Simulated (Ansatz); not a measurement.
BaTiO3 (cubic perovskite), scan of one atom of the cell

BaTiO₃ (cubic perovskite)

```xyz
5
Lattice="3.9940 0.0000 0.0000 0.0000 3.9940 0.0000 0.0000 0.0000 3.9940" Properties=species:S:1:pos:R:3 pbc="T T T"
Ba     0.0000     0.0000     0.0000
Ti     1.9970     1.9970     1.9970
O      0.0000     1.9970     1.9970
O      1.9970     1.9970     0.0000
O      1.9970     0.0000     1.9970
```

In this cell atom 5 (O, nearest neighbour Ti at 1.997 Å; its periodic images, 4.0 Å or more away, move with it) is moved by s along Cartesian z, unit vector (0.000, 0.000, 1.000); all other atoms and the cell stay fixed.

These are r2SCAN (plane waves to 500 eV, PAW, scalar-relativistic; Ansatz, a program for electronic structure) values and carry that method's errors. k mesh 7×7×7 (Γ-centred), Fermi-Dirac smearing 0.05 eV. E stands for the smeared free energy. F∥ is the force on the atom along that direction. BaTiO3 is run without spin polarisation. BaTiO3 was relaxed with its symmetry unable to fall. This is a high-temperature form of BaTiO3. ΔE is measured from the undisplaced structure.

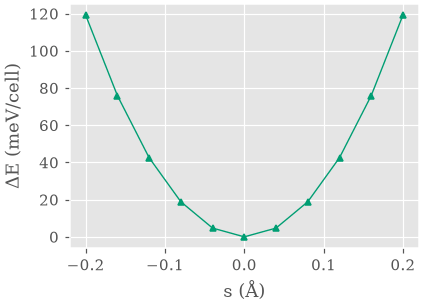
ΔE (meV/cell) against s (Å); markers are the computed points, lines only join them.

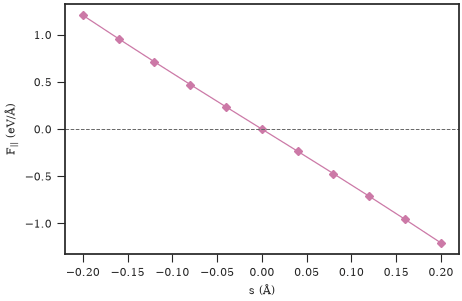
Figure: F∥ (eV/Å) against s (Å); markers are the computed points, lines only join them.

The force constant k = d²E/ds² at s = 0 (finite differences) is 5.88 eV/Å² and the energy at s = 0.200 Å is 119.2 meV/cell. The force along the line at s = -0.200 Å is 1.21 eV/Å. Symmetry of the curve: even: the same for both signs. Harmonic estimate at the end of the scan: ½ks² = 117.5 meV/cell against the computed 119.2 meV/cell, so the well is close to harmonic there.

With its periodic images moving along, the atom's site symmetry in this cell is 4/mmm.

(For displaced atoms, the force is minus the slope of the energy, and its curvature is a force constant, which sets phonon frequencies.)
